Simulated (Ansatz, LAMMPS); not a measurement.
# Amorphous 88SiO2-12TiO2 (mol %) (96 atoms), relaxed: mesh and functional compared

Which bonds does the relaxation leave, and how do the Kohn-Sham gap, forces and pressure change with k-mesh and functional?

Calculated with Ansatz 0.2.0: Kohn-Sham DFT, PBE, PAW (set soft_2), plane waves; cutoff 420 eV, Γ point, fermi-dirac smearing of 0.025 eV.

**The cell**

Density at the start: 2.34 g/cm³. The cell holds 96 atoms: 28 Si, 4 Ti and 64 O. Its edges and angles: a = 11.238 Å, b = 11.238 Å, c = 11.238 Å, α = 90.0°, β = 90.0°, γ = 90.0°. 96 atoms (28 Si, 4 Ti, 64 O) placed at random at 2.34 g/cm³, melted at 5000 K for 10 ps at fixed volume with the Morse and Coulomb pair potential with partial charges (Pedone, Malavasi, Menziani, Cormack and Segre, J. Phys. Chem. B 110, 11780 (2006)). Quenched from 5000 K to 300 K at 50 K/ps and fixed volume, held 5 ps, then minimised at fixed cell.

Cell and atoms were relaxed with PBE. The walk converged after 30 steps by the program's count, with a largest force component of 0.0193 eV/Å; it began at an r.m.s. force component of 0.86 eV/Å. The edges went from 11.238, 11.238, 11.238 to 11.352, 10.669, 11.124 Å, and the volume from 14.784 to 13.997 Å³ an atom (-5.3 %).

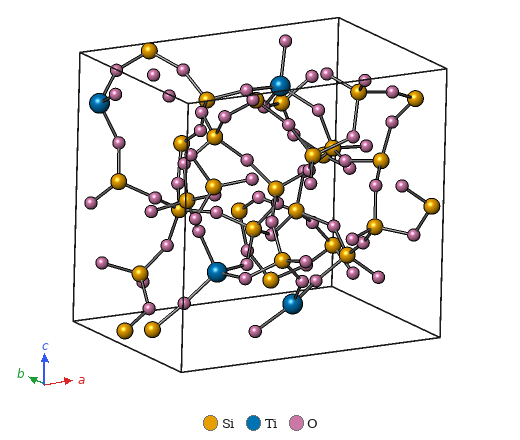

The relaxed cell. Bonds to atoms that aren't drawn are left out. Some periodic images of atoms are drawn too.

The input of the reference single point:

```yaml
crystal:
  lattice:
    - [11.34955, 0.06099, 0.20227]
    - [0.06099, 10.66369, -0.33471]
    - [0.20227, -0.33471, 11.11734]
  atoms:
    - { symbol: Si, position: [0.30321, 0.76823, 0.41995] }
    - { symbol: Si, position: [0.05736, 0.40818, 0.07383] }
    - { symbol: Si, position: [0.19212, 0.85175, 0.17952] }
    - { symbol: Si, position: [0.92841, 0.83005, 0.19434] }
    [... 90 atom lines left out ...]
    - { symbol: O, position: [0.69435, 0.1199, 0.76368] }
    - { symbol: O, position: [0.31814, 0.62398, 0.80717] }
kpoints:
  mp_grid: { grid: [1, 1, 1] }
hamiltonian:
  xc: pbe
scf:
  occupations: { method: fermi_dirac, width: 0.025 }
output:
  forces: true
  stress: true
  populations: true
  dos:
    method: { smearing: { sigma: 0.08 } }
    de: 0.05
    projected: { site_lists: { O: [O], Si: [Si], Ti: [Ti] } }
  eigenvalues: true
  write_density: true
  write_potential: true
  volumetric_format: npy
```

**Bonds after relaxation**

Bonds by pair of elements; cutoffs follow the first minimum of g(r), held within bounds set by covalent radii, and pairs that aren't listed don't count as bonded:

```
pair A-B  cutoff (Å)  bonds  mean length (Å)  spread (Å)  shortest (Å)  B about A  A about B
    O-Si        2.16    113             1.64       0.042          1.59       1.77       4.04
    O-Ti        2.64     17             1.87       0.147          1.78      0.266       4.25
```

How many atoms have how many bonded neighbours:

```
element  mean   2  3   4  5
      O  2.03  62  2   0  0
     Si  4.04   0  0  27  1
     Ti  4.25   0  0   3  1
```

**Levels of theory**

Single points at the relaxed geometry:

| functional | k-mesh | Kohn-Sham gap (eV) | pressure (GPa) | r.m.s. force component (eV/Å) | SCF cycles | time |
| --- | --- | --- | --- | --- | --- | --- |
| PBE | 1×1×1 | 2.647 | 0.00 | 0.005 | 11 | 27 s |
| PBE | 2×2×2 | 2.646 | 0.00 | 0.005 | 11 | 3.8 min |
| HSE06 | 1×1×1 | 4.363 | -5.08 | 0.190 | 20 | 6 min |
| r2SCAN | 1×1×1 | 2.996 | -4.75 | 0.153 | 12 | 70 s |
| PBEsol | 1×1×1 | 2.654 | -2.81 | 0.068 | 12 | 29 s |

The gap is that between the highest filled and lowest empty Kohn-Sham level on the run's k-points. Cutoffs: 420 eV for PBE, HSE06 and PBEsol; 500 eV for r2SCAN. Times come from shared hosts and are rough.

**Findings**

By these cutoffs 97 % of O atoms have 2, 96 % of Si atoms have 4 and 75 % of Ti atoms have 4 neighbours. The Kohn-Sham gap is 2.65 eV with PBE on the 1×1×1 mesh and 2.65 eV on 2×2×2. On the 1×1×1 mesh HSE06 changes the gap by +1.72 eV against PBE. Carrying that shift over to the 2×2×2 mesh gives 2.65 + 1.72 = 4.36 eV, an estimate that takes the shift to be alike at all k-points. On the reference's mesh the gap changes with r2SCAN by +0.35 eV and PBEsol by +0.01 eV. Against the reference the pressure changes with HSE06 by -5.1 GPa, r2SCAN by -4.7 GPa and PBEsol by -2.8 GPa; a negative change means a smaller volume than PBE would take. The denser mesh moves the energy by -0.4 meV/atom and the pressure by +0.00 GPa.

Limits: All single points share the geometry relaxed with PBE. The volume changed by -5.3 % on relaxing; in so small a cell, on this mesh and at this cutoff, the relaxed density is rough. One sample; tail or defect levels can set the gap of a disordered cell. The quench rate of 50 K/ps is many orders above laboratory rates, so the cell is likely richer in defects and strain than a real sample. The network of bonds at the start is that of the classical potential that made the cell, and needn't be the one that DFT or experiment would give. In some runs the program notes that the exchange-correlation potential is rough where the density is thin, it cut back its work space to fit the memory limit, the exchange threshold is loose for the stress and the SCF threshold is loose for the stress.

[Logs are printed without paths, hosts, clocks, repeated set-up lines and the standing remarks that a program may print on its own settings, such as how far it seeks lower states.]

[Hosts, paths, dates, database ids (printed as entryN), source tags and the programs' standing remarks are cut or masked in the printed files.]
